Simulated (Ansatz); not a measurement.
Process, species as SMILES: BN (BH2-NH2) → [BH2] (BH2) + [NH2] (NH2)
B3LYP-D3(BJ)/def2-TZVP geometries, fixed; electronic energies without zero-point terms.
Largest species:
```xyz
6

B     -0.7766     0.0323    -0.0041
N      0.6098    -0.0254     0.0032
H     -1.3984    -0.9854    -0.0254
H     -1.3119     1.0982     0.0110
H      1.1972     0.7922     0.0209
H      1.1274    -0.8889    -0.0085
```

Basis-set convergence of the bond dissociation energy at PBE0 with Ansatz (a program for electronic structure). Cartesian d functions, on some or all atoms, in 6-31G*; all else is spherical. The program fits the integrals of some runs and decomposes those of others, by size. Open shells are unrestricted. No added dispersion term, no relativity. Functions are those of the species that has most. Reference: the value in aug-pcseg-3, 146.27 kcal/mol, itself unsure by roughly 0.12 kcal/mol (its mean distance from aug-cc-pVQZ, cc-pV5Z, def2-QZVPPD). Deviations are taken from unrounded values.

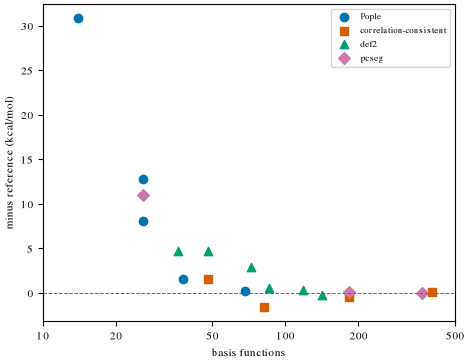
Deviation from the reference against the number of basis functions, by family of sets.

```json
[
 {"basis": "STO-3G", "functions": "14", "bond dissociation energy (kcal/mol)": "177.10", "minus reference (kcal/mol)": "30.84"},
 {"basis": "3-21G", "functions": "26", "bond dissociation energy (kcal/mol)": "159.06", "minus reference (kcal/mol)": "12.79"},
 {"basis": "6-31G", "functions": "26", "bond dissociation energy (kcal/mol)": "154.36", "minus reference (kcal/mol)": "8.09"},
 {"basis": "pcseg-0", "functions": "26", "bond dissociation energy (kcal/mol)": "157.27", "minus reference (kcal/mol)": "11.00"},
 {"basis": "def2-SV(P)", "functions": "36", "bond dissociation energy (kcal/mol)": "151.00", "minus reference (kcal/mol)": "4.73"},
 {"basis": "6-31G*", "functions": "38", "bond dissociation energy (kcal/mol)": "147.82", "minus reference (kcal/mol)": "1.55"},
 {"basis": "cc-pVDZ", "functions": "48", "bond dissociation energy (kcal/mol)": "147.81", "minus reference (kcal/mol)": "1.54"},
 {"basis": "def2-SVP", "functions": "48", "bond dissociation energy (kcal/mol)": "151.01", "minus reference (kcal/mol)": "4.74"},
 {"basis": "6-311+G**", "functions": "68", "bond dissociation energy (kcal/mol)": "146.48", "minus reference (kcal/mol)": "0.21"},
 {"basis": "def2-SVPD", "functions": "72", "bond dissociation energy (kcal/mol)": "149.18", "minus reference (kcal/mol)": "2.92"},
 {"basis": "aug-cc-pVDZ", "functions": "82", "bond dissociation energy (kcal/mol)": "144.71", "minus reference (kcal/mol)": "-1.56"},
 {"basis": "def2-TZVP", "functions": "86", "bond dissociation energy (kcal/mol)": "146.79", "minus reference (kcal/mol)": "0.53"},
 {"basis": "def2-TZVPP", "functions": "118", "bond dissociation energy (kcal/mol)": "146.61", "minus reference (kcal/mol)": "0.34"},
 {"basis": "def2-TZVPPD", "functions": "142", "bond dissociation energy (kcal/mol)": "146.07", "minus reference (kcal/mol)": "-0.20"},
 {"basis": "aug-cc-pVTZ", "functions": "184", "bond dissociation energy (kcal/mol)": "145.81", "minus reference (kcal/mol)": "-0.45"},
 {"basis": "aug-pcseg-2", "functions": "184", "bond dissociation energy (kcal/mol)": "146.37", "minus reference (kcal/mol)": "0.11"},
 {"basis": "aug-pcseg-3", "functions": "366", "bond dissociation energy (kcal/mol)": "146.27", "minus reference (kcal/mol)": "0.00"},
 {"basis": "cc-pV5Z", "functions": "402", "bond dissociation energy (kcal/mol)": "146.39", "minus reference (kcal/mol)": "0.13"}
]
```
